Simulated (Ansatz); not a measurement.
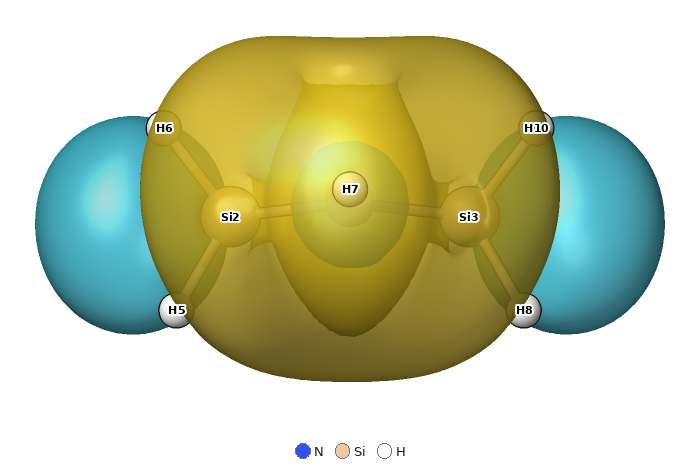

*H₇NSi₂. The LUMO at ±0.06 Å⁻³ᐟ² (yellow and cyan are the two phases), seen from one side.*

Geometry: PBE0-D3(BJ)/def2-SVP.

Computed with isolated molecule in a Gaussian basis; Kohn-Sham density functional theory, functional PBE0 (Ansatz).

The calculation's input:

```
basis:
  gaussian: {orbitals: def2-TZVPD}
crystal:
  periodic: [false, false, false]
  atoms:
    - {symbol: "N", position_ang: [-1.702341, 0.187779, -0.385033]}
    - {symbol: Si, position_ang: [-1.180373, -0.271819, -1.980623]}
    - {symbol: Si, position_ang: [-2.405329, -0.793032, 0.869326]}
    - {symbol: H, position_ang: [-1.169913, -1.762560, -2.034359]}
    - {symbol: H, position_ang: [-2.081424, 0.242750, -3.061112]}
    - {symbol: H, position_ang: [0.191512, 0.252878, -2.266484]}
    - {symbol: H, position_ang: [-1.651419, 1.183272, -0.181067]}
    - {symbol: H, position_ang: [-3.861973, -0.514904, 1.081382]}
    - {symbol: H, position_ang: [-2.243506, -2.219402, 0.463624]}
    - {symbol: H, position_ang: [-1.719020, -0.559958, 2.178430]}
hamiltonian: {xc: {name: PBE0}}
output: {forces: true, orbitals: {seedname: orbitals}}
```

Run with:

```sh
ansatz run input.yaml --threads 2 --pin off --max-ram 4350MiB --events-out events.jsonl --progress --plain --runs-dir runs
```

> Describe this orbital and give its energy.

It lies mainly on Si2 (about 25 %), Si3 (about 25 %), H7 (about 15 %) and N1 (about 10 %). Its energy is −0.30 eV.
